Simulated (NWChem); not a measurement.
**PBE0/6-311+G(d,p) run of SiNH4F (SMILES N[SiH2]F)**

Aim: the vertical ionisation energy of SiNH4F at PBE0/6-311+G**, from 2 runs. 

The results are computed with NWChem 7.3.0.

**1. The system as given**

SiNH4F has 7 atoms, charge 0, and is taken as a singlet. SMILES: `N[SiH2]F`. The coordinates come from a PBE0-D4/def2-TZVP relaxation. This is one conformer, not always the lowest.

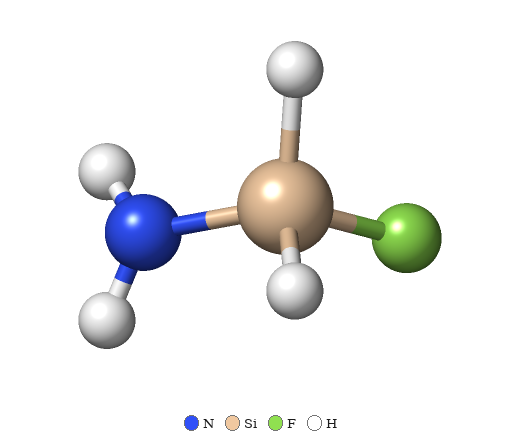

The structure, seen from a chosen angle (nitrogen blue, silicon light orange, fluorine green, hydrogen white).

**2. The energy at PBE0/6-311+G(d,p)**

Contents of input.nw:

```
start input
memory stack 880 mb heap 220 mb global 1100 mb

geometry units angstrom noautosym nocenter noautoz
   N       -0.761500       0.339000      -0.625200
   Si       0.531100      -0.115700       0.373400
   F        0.515100      -1.653900       0.829800
   H       -0.786600       0.105100      -1.603600
   H       -1.682200       0.513500      -0.258400
   H        0.455900       0.676200       1.620700
   H        1.789400       0.068000      -0.382300
end

basis spherical bse
   * library 6-311+G**
end

dft
   xc pbe0
   grid lebedev 75 11
   convergence energy 1e-08
   iterations 100
   mulliken
   noprint "final vectors analysis"
end

task dft energy
```

Started as:

```
$ nwchem input.nw > input.out
```

Log:

```text
[...]
          Wavefunction type:  closed shell.
          No. of atoms     :     7
          No. of electrons :    34
[...]
          Charge           :     0
          Spin multiplicity:     1
[...]
          AO basis - number of functions:    98
[...]
              XC Information
              --------------
                         PBE0 Method XC Functional
                     Hartree-Fock (Exact) Exchange  0.250
          PerdewBurkeErnzerhof Exchange Functional  0.750
            Perdew 1991 LDA Correlation Functional  1.000 local
           PerdewBurkeErnz. Correlation Functional  1.000 non-local
[...]
 d= 0,ls=0.0,diis     1   -446.2853587522 -5.65D+02  8.13D-03  8.62D-01     1.5
[...]
 d= 0,ls=0.0,diis     8   -446.3511954553 -7.03D-09  1.44D-06  4.66D-08     8.7
         Total DFT energy =     -446.351195455275
      One electron energy =     -853.609111045876
           Coulomb energy =      328.285515549855
    Exchange-Corr. energy =      -39.615555212901
 Nuclear repulsion energy =      118.587955253647
[...]
      Total Density - Mulliken Population Analysis
     ---------------------------------------------
    Atom       Charge   Shell Charges
 -----------   ------   -------------------------------------------------------
    1 N    7     7.81   1.10  0.90  0.80  0.84  1.85  0.69  1.51 -0.03  0.16  0.01
    2 Si  14    13.22   0.79  1.18  0.95  1.03  0.80  0.40  1.97  3.90  0.66  1.07  0.09  0.04  0.02  0.31
    3 F    9     9.27   1.08  0.92  1.17  1.08  2.38  0.92  1.83 -0.15  0.05  0.00
    4 H    1     0.72   0.27  0.39  0.02  0.05
    5 H    1     0.72   0.27  0.39  0.02  0.05
    6 H    1     1.13   0.25  0.59  0.27  0.01
    7 H    1     1.13   0.25  0.59  0.27  0.01
[...]
```

Run time: 9.9 s. Hardware: 1 thread of AMD EPYC 7R13 (Zen 3), shared host; peak memory 0.11 GiB.

**3. The doublet cation at the same level**

Contents of sp.nw:

```
START sp
memory total 2200 mb
charge 1

GEOMETRY noautosym nocenter noautoz
 N     -0.761500     0.339000    -0.625200
 Si     0.531100    -0.115700     0.373400
 F      0.515100    -1.653900     0.829800
 H     -0.786600     0.105100    -1.603600
 H     -1.682200     0.513500    -0.258400
 H      0.455900     0.676200     1.620700
 H      1.789400     0.068000    -0.382300
END

BASIS spherical bse
 * library 6-311+G**
END

DFT
 xc pbe0
 mult 2
 grid lebedev 75 11
 convergence energy 1e-08
 maxiter 100
 mulliken
 print low
END

TASK dft energy
```

Started as:

```
$ nwchem sp.nw > sp.out
```

Log:

```text
[...]
 d= 0,ls=0.0,diis     1   -445.6438096122 -5.64D+02  1.02D-02  8.72D-01     1.8
[...]
 d= 0,ls=0.0,diis    14   -445.9561444474 -3.15D-09  1.92D-07  1.07D-10    19.7
[...]
         Total DFT energy =     -445.956144447390
      One electron energy =     -844.455630827559
           Coulomb energy =      319.224841600318
    Exchange-Corr. energy =      -39.313310473797
 Nuclear repulsion energy =      118.587955253647
[...]
      Total Density - Mulliken Population Analysis
     ---------------------------------------------
    Atom       Charge   Shell Charges
 -----------   ------   -------------------------------------------------------
    1 N    7     7.27   1.10  0.90  0.77  0.91  1.78  0.68  1.12 -0.05  0.06  0.01
    2 Si  14    13.26   0.79  1.18  0.95  1.03  0.82  0.46  1.97  3.90  0.68  1.10  0.04  0.04  0.01  0.29
    3 F    9     9.19   1.08  0.92  1.16  1.09  2.36  0.92  1.78 -0.13  0.02  0.00
    4 H    1     0.63   0.26  0.36 -0.03  0.04
    5 H    1     0.63   0.26  0.36 -0.03  0.04
    6 H    1     1.01   0.24  0.56  0.19  0.01
    7 H    1     1.01   0.24  0.56  0.19  0.01
[...]
      <S2> =      0.7539 (Exact =     0.7500)
[...]
```

Run time: 21 s. Hardware: 1 thread of AMD EPYC 7R13 (Zen 3), shared host; peak memory 0.11 GiB.

**4. What came out**

Level: PBE0/6-311+G**.

| quantity | value |
| --- | --- |
| singlet SiNH4F: total energy | -446.35120 Eh |
| singlet SiNH4F: dipole moment | 2.04 D |
| doublet cation: total energy | -445.95614 Eh |
| doublet cation: ⟨S²⟩ | 0.754 |
| vertical ionisation energy (to the doublet cation) | 10.750 eV |

**Reading.** Removing an electron at fixed nuclei costs 10.75 eV (1037 kJ/mol). Mulliken charges (doublet cation) run from -0.27 on N1 to +0.74 on Si2; in a basis this large or diffuse they mean little.
